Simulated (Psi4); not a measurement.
**A workflow on SiO (SMILES O=[Si])**

Wanted: a geometry optimisation (singlet SiO, r2SCAN/pcseg-1), then a single-point energy (doublet SiO+, U-r2SCAN/pcseg-1), then a geometry optimisation (doublet SiO+, U-r2SCAN/pcseg-1), then a single-point energy (singlet SiO, r2SCAN/pcseg-1) of OSi. 

Program for the calculation: Psi4 1.11.

### Step 1. The structure to begin with

SiO has 2 atoms, charge 0, and is taken as a singlet. SMILES: `O=[Si]`. All atoms were displaced at random from a relaxed shape. The run starts from this shape.

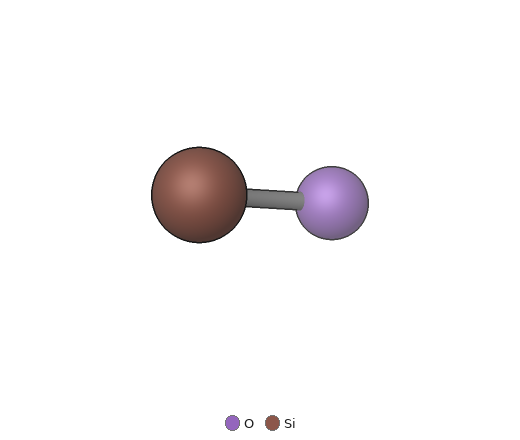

Viewed from a chosen angle; oxygen purple, silicon brown.

### Step 2. A geometry optimisation at r2SCAN/pcseg-1 (density fitting) (run 1)

The input, input.dat:

```
memory 1.6 GB

molecule molecule1 {
  0 1
  O     -0.634155     0.193245    -0.341917
  Si     0.729763    -0.291083     0.293519
  units angstrom
}

set basis pcseg-1

optimize("r2scan")
```

Run with:

```sh
$ psi4 input.dat output.dat -n 1
```

output.dat:

```text
[...]
  Running in c2v symmetry.
[...]
  Nuclear repulsion =   37.494591771237701
[...]
  Multiplicity = 1
[...]
  Nalpha       = 11
  Nbeta        = 11
[...]
    Number of basis functions: 32
[...]
   @DF-RKS iter   1:  -364.28653772879767   -2.24618e-01   4.57132e-02 DIIS/ADIIS
[...]
   @DF-RKS iter   6:  -364.62210200479996   -2.21689e-12   8.56437e-09 DIIS
[...]
    Orbital Energies [Eh]
    ---------------------
    Doubly Occupied:
       1A1   -65.855487     2A1   -18.939800     3A1    -5.244914
       1B1    -3.591719     1B2    -3.591719     4A1    -3.585573
       5A1    -0.914372     6A1    -0.408923     2B1    -0.309511
       2B2    -0.309511     7A1    -0.285007
[...]
  @DF-RKS Final Energy:  -364.62210200479996
   => Energetics <=
    Nuclear Repulsion Energy =             38.7471336994888702
    One-Electron Energy =                -581.9007438936018843
    Two-Electron Energy =                 207.8941334729595098
    DFT Exchange-Correlation Energy =     -29.3626252836464232
    Empirical Dispersion Energy =           0.0000000000000000
    VV10 Nonlocal Energy =                  0.0000000000000000
    Total Energy =                       -364.6221020047999559
[...]
 Multipole Moments:
 ------------------------------------------------------------------------------------
     Multipole            Electronic (a.u.)      Nuclear  (a.u.)        Total (a.u.)
 ------------------------------------------------------------------------------------
 L = 1.  Multiply by 2.5417464519 to convert [e a0] to [Debye]
 Dipole X            :          0.0000000           -0.0000000           -0.0000000
 Dipole Y            :          0.0000000            0.0000000            0.0000000
 Dipole Z            :          1.0883225            0.0074540            1.0957765
 Magnitude           :                                                    1.0957765
[...]
  -Total Gradient:
     Atom            X                  Y                   Z
    ------   -----------------  -----------------  -----------------
       1        0.000000000000    -0.000000000000    -0.000739936007
       2        0.000000000000    -0.000000000000    -0.000475939412
[...]
    Final optimized geometry and variables:
    Molecular point group: c2v
    Full point group: C_inf_v
    Geometry (in Angstrom), charge = 0, multiplicity = 1:
    O            0.000000000000    -0.000000000000    -0.973206332426
    SI           0.000000000000     0.000000000000     0.556399652231
    Psi4 run time: 0:00:10.80
[...]
```

The script printed:

```text
Optimizer: Optimization complete!
```

Wall time 12 s (1 thread of Intel Xeon Platinum 8259CL at 2.50GHz (Skylake/Cascade Lake), shared host); peak memory 0.32 GiB.

Steps, from the record of the run:

| step | energy from the first frame kept (eV) | largest force (eV/Å) |
| --- | --- | --- |
| 0 | 0.0000 | 2.5178 |
| 1 | -0.0662 | 0.3050 |
| 2 | -0.0668 | 0.0752 |
| 3 | -0.0668 | 0.0381 |

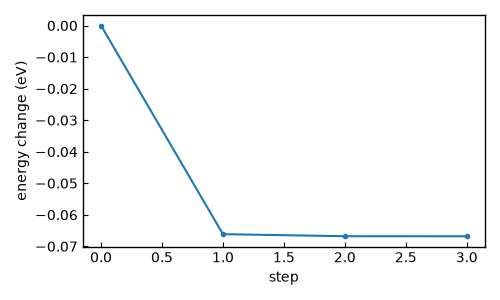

Energy along the run.

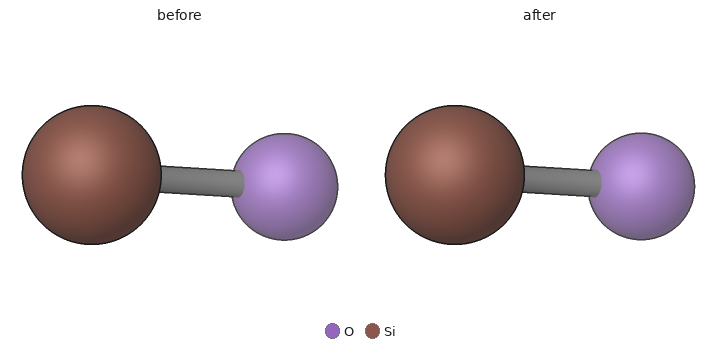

Before and after, at one scale.

After the run. Bond lengths: O1–Si2 1.530 Å.

### Step 3. The doublet cation: a single-point energy at U-r2SCAN/pcseg-1 (density fitting) (run 2)

The input, job.inp:

```
memory 1600 MB

molecule {
  1 2
  O     -1.14536867     0.34635656    -0.62143266
  Si     1.34874478    -0.53930516     0.54055049
  units au
  symmetry c1
}

set globals {
  basis pcseg-1
  reference uks
}

E, wfn = energy("r2scan", return_wfn=True)
```

Run with:

```sh
$ psi4 job.inp job.out -n 1
```

job.out:

```text
[...]
  Running in c1 symmetry.
[...]
  Nuclear repulsion =   38.747127212281889
[...]
  Multiplicity = 2
[...]
  Nalpha       = 11
  Nbeta        = 10
[...]
    Number of basis functions: 32
[...]
   @DF-UKS iter   1:  -363.84754865425305    2.56446e-01   2.61749e-02 DIIS/ADIIS
[...]
   @DF-UKS iter  11:  -364.20236394534447   -1.99998e-09   5.80712e-07 DIIS
[...]
   @S^2 Observed:                7.599278958E-01
[...]
    Orbital Energies [Eh]
    ---------------------
    Alpha Occupied:
       1A    -66.246523     2A    -19.291217     3A     -5.623702
       4A     -3.969964     5A     -3.969669     6A     -3.969669
       7A     -1.258107     8A     -0.754514     9A     -0.637513
      10A     -0.623238    11A     -0.623238
    Alpha Virtual:
      12A     -0.398670    13A     -0.398670    14A     -0.237718
      15A     -0.039553    16A      0.002468    17A      0.002468
      18A      0.060278    19A      0.226797    20A      0.226801
      21A      0.266476    22A      0.266476    23A      0.514980
      24A      0.631472    25A      0.631472    26A      0.738218
[...]
  @DF-UKS Final Energy:  -364.20236394534447
   => Energetics <=
    Nuclear Repulsion Energy =             38.7471272122818888
    One-Electron Energy =                -574.1919994374791258
    Two-Electron Energy =                 200.2876544751984795
    DFT Exchange-Correlation Energy =     -29.0451461953456445
    Empirical Dispersion Energy =           0.0000000000000000
    VV10 Nonlocal Energy =                  0.0000000000000000
    Total Energy =                       -364.2023639453444730
[...]
 Multipole Moments:
 ------------------------------------------------------------------------------------
     Multipole            Electronic (a.u.)      Nuclear  (a.u.)        Total (a.u.)
 ------------------------------------------------------------------------------------
 L = 1.  Multiply by 2.5417464519 to convert [e a0] to [Debye]
 Dipole X            :          0.0000000           -0.0000000            0.0000000
 Dipole Y            :          0.0000000            0.0000000            0.0000000
 Dipole Z            :          1.8015238            0.0074540            1.8089778
 Magnitude           :                                                    1.8089778
[...]
```

It took 5.1 s on 1 thread of Intel Xeon Platinum 8259CL at 2.50GHz (Skylake/Cascade Lake), shared host; peak memory 0.29 GiB.

### Step 4. The doublet cation: a structure relaxation at U-r2SCAN/pcseg-1 (density fitting) (run 3)

The input, input.in:

```
memory 1600 MB

molecule {
  1 2
  O     -0.606103     0.183284    -0.328848
  Si     0.713725    -0.285388     0.286047
  symmetry c1
}

set basis pcseg-1
set reference uks

E = opt('r2scan')
```

Run with:

```sh
$ psi4 -n 1 input.in input.out
```

input.out, shortened:

```text
[...]
  Running in c1 symmetry.
[...]
  Nuclear repulsion =   38.747127191980937
[...]
  Multiplicity = 2
[...]
  Nalpha       = 11
  Nbeta        = 10
[...]
    Number of basis functions: 32
[...]
   @DF-UKS iter   1:  -363.84754865433439    2.56446e-01   2.61749e-02 DIIS/ADIIS
[...]
   @DF-UKS iter   8:  -364.20237202002704   -2.55795e-12   3.29664e-09 DIIS
[...]
   @S^2 Observed:                7.600391319E-01
[...]
  @DF-UKS Final Energy:  -364.20237202002704
   => Energetics <=
    Nuclear Repulsion Energy =             38.6772568993622698
    One-Electron Energy =                -574.0537399246422865
    Two-Electron Energy =                 200.2174781433020030
    DFT Exchange-Correlation Energy =     -29.0433671380490601
    Empirical Dispersion Energy =           0.0000000000000000
    VV10 Nonlocal Energy =                  0.0000000000000000
    Total Energy =                       -364.2023720200270418
[...]
 Multipole Moments:
 ------------------------------------------------------------------------------------
     Multipole            Electronic (a.u.)      Nuclear  (a.u.)        Total (a.u.)
 ------------------------------------------------------------------------------------
 L = 1.  Multiply by 2.5417464519 to convert [e a0] to [Debye]
 Dipole X            :          0.0000000           -0.0000000            0.0000000
 Dipole Y            :         -0.0000000            0.0000000           -0.0000000
 Dipole Z            :          1.8020359            0.0074674            1.8095034
 Magnitude           :                                                    1.8095034
[...]
  -Total Gradient:
     Atom            X                  Y                   Z
    ------   -----------------  -----------------  -----------------
       1        0.000000000000     0.000000000000    -0.000128441505
       2        0.000000000000     0.000000000000    -0.000139577310
[...]
    Final optimized geometry and variables:
    Molecular point group: c1
    Full point group: C_inf_v
    Geometry (in Angstrom), charge = 1, multiplicity = 2:
    O            0.000000000000    -0.000000000000    -0.974964589082
    SI          -0.000000000000     0.000000000000     0.557404879344
    Psi4 run time: 0:00:11.92
[...]
```

The script printed:

```text
Optimizer: Optimization complete!
```

It took 14 s on 1 thread of Intel Xeon Platinum 8259CL at 2.50GHz (Skylake/Cascade Lake), shared host; peak memory 0.32 GiB.

The path in brief:

| step | energy from the first frame kept (eV) | largest force (eV/Å) |
| --- | --- | --- |
| 0 | 0.0000 | 0.1466 |
| 1 | -0.0002 | 0.0397 |
| 2 | -0.0002 | 0.0072 |

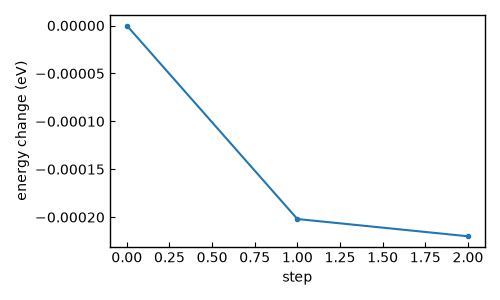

Energy along the run.

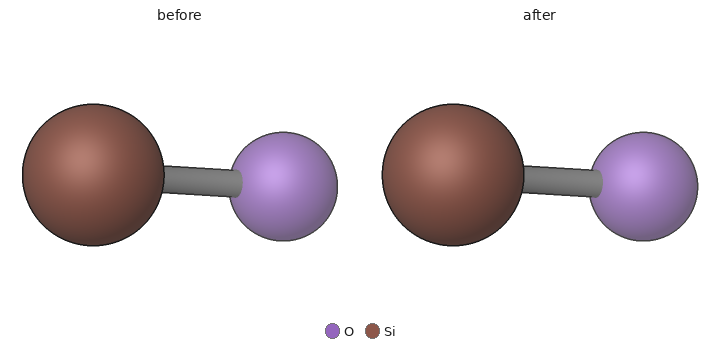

Before and after, at one scale.

After the run. Bond lengths: O1–Si2 1.532 Å.

### Step 5. A single-point energy at r2SCAN/pcseg-1 (density fitting) (run 4)

The input, run.py:

```python
import psi4

psi4.set_memory('1600 MB')
psi4.set_num_threads(1)
psi4.set_output_file('osi.out', False)

m = psi4.geometry("""
O     -1.14823539     0.34737513    -0.62276869
Si     1.35038317    -0.53988719     0.54131394
units bohr
""")

psi4.set_options({
    'basis': 'pcseg-1',
})

result = psi4.energy('r2scan')
print('E =', round(result, 9))
for k, v in sorted(psi4.core.scalar_variables().items()):
    print(f'{k:45s} {v:18.10f}')
```

Run with:

```sh
$ python run.py
```

osi.out:

```text
[...]
  Running in c2v symmetry.
[...]
  Nuclear repulsion =   38.677257990995173
[...]
  Multiplicity = 1
[...]
  Nalpha       = 11
  Nbeta        = 11
[...]
    Number of basis functions: 32
[...]
   @DF-RKS iter   1:  -364.29273911090735   -1.91082e-01   4.58877e-02 DIIS/ADIIS
[...]
   @DF-RKS iter   9:  -364.62209373036455   -2.79061e-09   3.59643e-07 DIIS
[...]
    Orbital Energies [Eh]
    ---------------------
    Doubly Occupied:
       1A1   -65.856037     2A1   -18.940010     3A1    -5.245280
       1B1    -3.592101     1B2    -3.592101     4A1    -3.585931
       5A1    -0.913721     6A1    -0.409090     2B1    -0.309045
       2B2    -0.309045     7A1    -0.285020
[...]
  @DF-RKS Final Energy:  -364.62209373036455
   => Energetics <=
    Nuclear Repulsion Energy =             38.6772579909951730
    One-Electron Energy =                -581.7604534142844841
    Two-Electron Energy =                 207.8218777345465469
    DFT Exchange-Correlation Energy =     -29.3607760416217722
    Empirical Dispersion Energy =           0.0000000000000000
    VV10 Nonlocal Energy =                  0.0000000000000000
    Total Energy =                       -364.6220937303645542
[...]
 Multipole Moments:
 ------------------------------------------------------------------------------------
     Multipole            Electronic (a.u.)      Nuclear  (a.u.)        Total (a.u.)
 ------------------------------------------------------------------------------------
 L = 1.  Multiply by 2.5417464519 to convert [e a0] to [Debye]
 Dipole X            :          0.0000000            0.0000000            0.0000000
 Dipole Y            :          0.0000000            0.0000000            0.0000000
 Dipole Z            :          1.0916395            0.0074674            1.0991069
 Magnitude           :                                                    1.0991069
[...]
```

Standard output:

```text
E = -364.62209373
CURRENT ENERGY                                   -364.6220937304
CURRENT REFERENCE ENERGY                         -364.6220937304
DD SOLVATION ENERGY                                 0.0000000000
DFT FUNCTIONAL TOTAL ENERGY                      -364.6220937304
DFT TOTAL ENERGY                                 -364.6220937304
DFT VV10 ENERGY                                     0.0000000000
DFT XC ENERGY                                     -29.3607760416
GRID ELECTRONS ALPHA                               11.0000020803
GRID ELECTRONS BETA                                11.0000020803
GRID ELECTRONS TOTAL                               22.0000041606
NUCLEAR REPULSION ENERGY                           38.6772579910
ONE-ELECTRON ENERGY                              -581.7604534143
PCM POLARIZATION ENERGY                             0.0000000000
PE ENERGY                                           0.0000000000
SCF ITERATION ENERGY                             -364.6220937304
SCF ITERATIONS                                      9.0000000000
SCF TOTAL ENERGY                                 -364.6220937304
TWO-ELECTRON ENERGY                               207.8218777345
XC GRID RADIAL POINTS                              75.0000000000
XC GRID SPHERICAL POINTS                          302.0000000000
XC GRID TOTAL POINTS                            43466.0000000000
```

It took 3.9 s on 1 thread of Intel Xeon Platinum 8259CL at 2.50GHz (Skylake/Cascade Lake), shared host; peak memory 0.29 GiB.

### Step 6. Outcome

| quantity | value |
| --- | --- |
| run 1, r2SCAN/pcseg-1: total energy at the end | -364.62210 Eh |
| run 1, r2SCAN/pcseg-1: dipole moment | 2.79 D |
| run 1, r2SCAN/pcseg-1: HOMO energy | -7.76 eV |
| run 1, r2SCAN/pcseg-1: LUMO energy | -2.62 eV |
| run 1, r2SCAN/pcseg-1: HOMO–LUMO gap | 5.14 eV |
| run 1, r2SCAN/pcseg-1: bond length | 1.530 Å |
| doublet cation, run 2: total energy | -364.20236 Eh |
| doublet cation, run 2: HOMO energy (highest over α and β) | -16.65 eV |
| doublet cation, run 2: LUMO energy (lowest over α and β) | -14.95 eV |
| doublet cation, run 2: ⟨S²⟩ | 0.760 |
| doublet cation, run 3: total energy at the end | -364.20237 Eh |
| doublet cation, run 3: HOMO energy (highest over α and β) | -16.63 eV |
| doublet cation, run 3: LUMO energy (lowest over α and β) | -14.95 eV |
| doublet cation, run 3: bond length | 1.532 Å |
| doublet cation, run 3: ⟨S²⟩ | 0.760 |
| run 4, r2SCAN/pcseg-1: total energy | -364.62209 Eh |
| run 4, r2SCAN/pcseg-1: LUMO energy | -2.63 eV |
| run 4, r2SCAN/pcseg-1: HOMO–LUMO gap | 5.13 eV |
| adiabatic ionisation energy (to the doublet cation, no zero-point term) | 11.421 eV |

What this shows: The adiabatic ionisation energy (to the doublet cation, no zero-point term) is 11.42 eV (1102 kJ/mol). The optimisation (run 1, r2SCAN/pcseg-1) took 4 steps and changed the energy by -0.067 eV. The optimisation (doublet cation, run 3) took 3 steps and changed the energy by -0.000 eV.
